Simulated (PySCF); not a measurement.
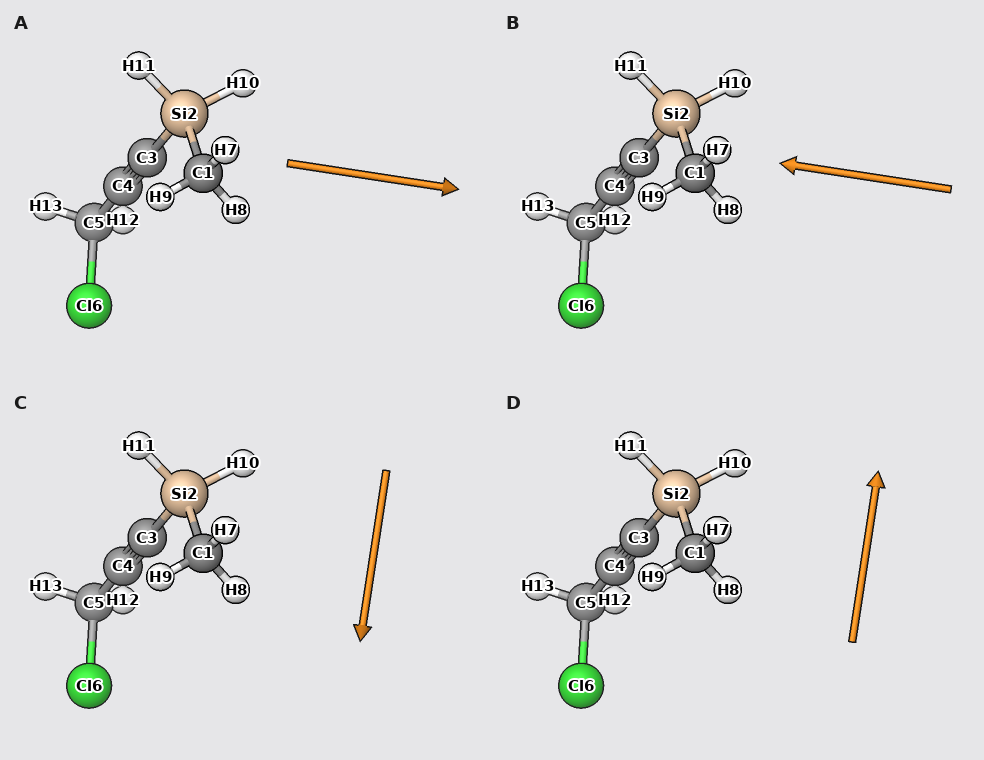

The same molecule four times, each with an arrow. The geometry was computed by an optimisation with GFN2-xTB. No frequency run is at hand to confirm it as a minimum. Method: CAM-B3LYP/def2-SVPD, gas phase (PySCF 2.14.0).

> Which arrow points along the dipole moment, from the negative to the positive end?

D. The dipole moment is 1.29 D; it points from the side of Cl6 to the side of H10, H11 (the outermost atoms at the two ends).

The geometry is semi-empirical. Around Si such bond lengths and angles can be off by a tenth of an ångström or more and by several degrees, and values that hang on the shape move with them.
